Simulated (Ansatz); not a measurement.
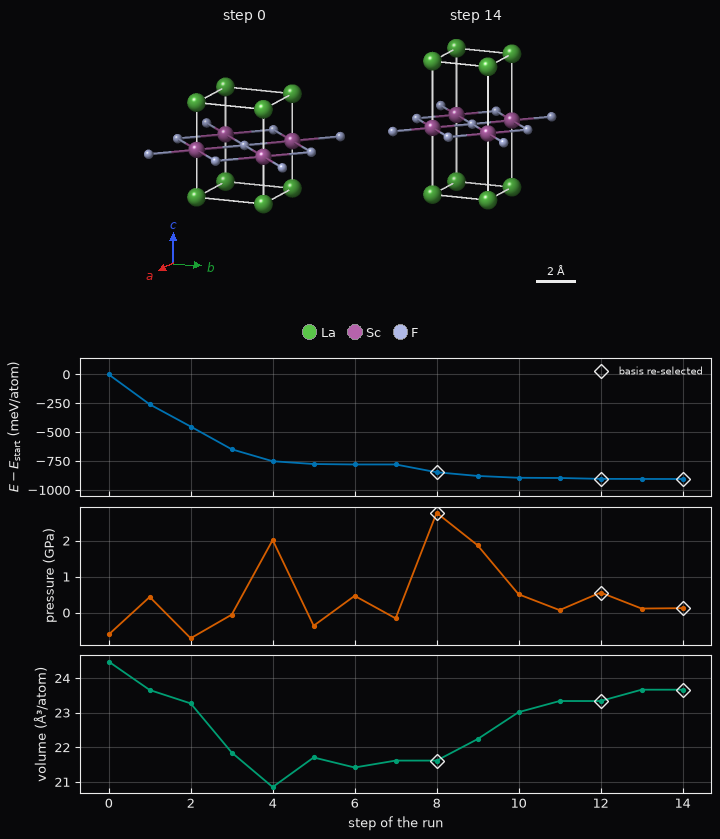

First and last geometry of a relaxation of a crystal of LaScF (a generated structure, set up in P4/mmm) (coarse preliminary run), with the history of the run. A ball-and-stick model of the cell of the calculation, seen slightly off an axis.

Theory: DFT PBE, scalar-relativistic, plane waves, PAW in Ansatz.

Input file:
```yaml
crystal:
  lattice:
    - [3.80192072, 0.0, 0.0]
    - [0.0, 3.80192072, 0.0]
    - [0.0, 0.0, 5.08007958]
  atoms:
    - { symbol: La, position: [0.0, 0.0, 0.0] }
    - { symbol: Sc, position: [0.0, 0.0, 0.5] }
    - { symbol: F, position: [0.5, 0.5, 0.5] }
basis:
  ecutwfc: 420
kpoints:
  mp_grid: { grid: [4, 4, 4] }
hamiltonian:
  xc: pbe
scf:
  occupations: { method: gaussian, width: 0.1 }
  lower_state_search: "off"
output:
  forces: true
  stress: true
  eigenvalues: true
relax:
  adjacent_minimum: "off"
  f_tol: 0.04
  max_steps: 70
  cell: { stress_tol: 0.4 }
```

Run as
```bash
ansatz run input.yaml --threads 1 --pin off --max-ram 2560MiB --backend cpu --events-out ev --progress --plain --runs-dir out
```

Q: What do the curves and the structures tell?

A: It converged. After 11 accepted moves (14 points after the start) the energy has fallen by 904 meV per atom. All forces vanish by symmetry, so only the cell relaxes. The pressure goes from −0.61 to 0.13 GPa. The SCF was repeated 3 times at an unchanged geometry on a basis and grid sized afresh for the cell, which shifted the energy by 67.4 meV per atom at most. No atom moves by more than 0.005 Å relative to the cell. Cell: a = b 3.802 → 3.150 Å (−17.2 %), c 5.080 → 7.157 Å (+40.9 %). Volume −3.3 %. Among the contacts that change: La1–Sc2 2.540 → 3.578 Å, La1–La1 3.802 → 3.150 Å, Sc2–Sc2 3.802 → 3.150 Å, Sc2–F3 2.688 → 2.227 Å. The space group stays P4/mmm (No. 123).

Limits of the set-up: the k-point mesh is coarse for a cell with partly filled bands; layers or molecules are held without a dispersion correction, so their spacing is unreliable.
